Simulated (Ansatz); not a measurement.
# Ligand exchange: HCN + GeH3(NH2) → CH2N2 + GeH4

Species: HCN (hydrogen cyanide) `C#N`, singlet; GeH3(NH2), singlet; CH2N2 (cyanamide) `N#CN`, singlet; GeH4 `[GeH4]`, singlet. The partners trade H for NH2: C–H and Ge–NH2 bonds give way to C–NH2 and Ge–H.

Shapes, held fixed at every level: PBE0-D4/def2-TZVP. Programs: Ansatz 0.2.0. The zero-point and thermal change to 298 K, harmonic and unscaled (PBE0-D4/def2-TZVP), is -3.8 kJ/mol.

```csv
level,kind,ΔH(298 K) (kJ/mol),less CCSD(T)/def2-TZVPP
HF/def2-SVP,Hartree–Fock,+13.9,-25.3
PBE-D4/def2-TZVPP,GGA,+12.8,-26.4
r2SCAN-D4/def2-TZVPP,meta-GGA,+19.1,-20.1
B3LYP-D4/def2-TZVPP,global hybrid,+22.3,-16.9
MP2/def2-TZVPP,perturbation theory,+42.4,+3.2
CCSD(T)/def2-SVP,coupled cluster or CI,+21.5,-17.7
CCSD(T)/def2-TZVPP,coupled cluster or CI,+39.2,0.0
```

The highest level, CCSD(T)/def2-TZVPP, gives ΔH(298 K) = +39.2 kJ/mol; the levels span +12.8 to +42.4. The column of differences is taken from that level and isn't an error. No measured value is set beside it here. Relativity is left out for Ge unless named. Correlated rows may include outer-core shells of Ge, which these sets cover unevenly.

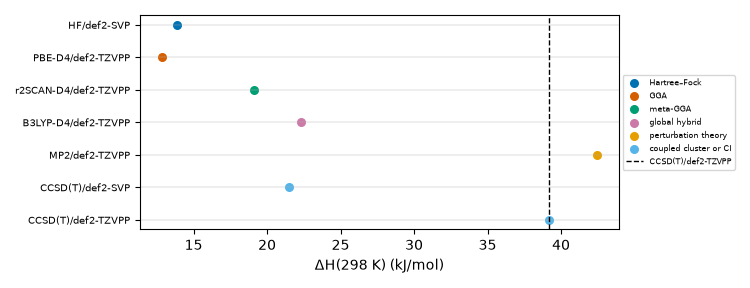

The values of the table, level by level.
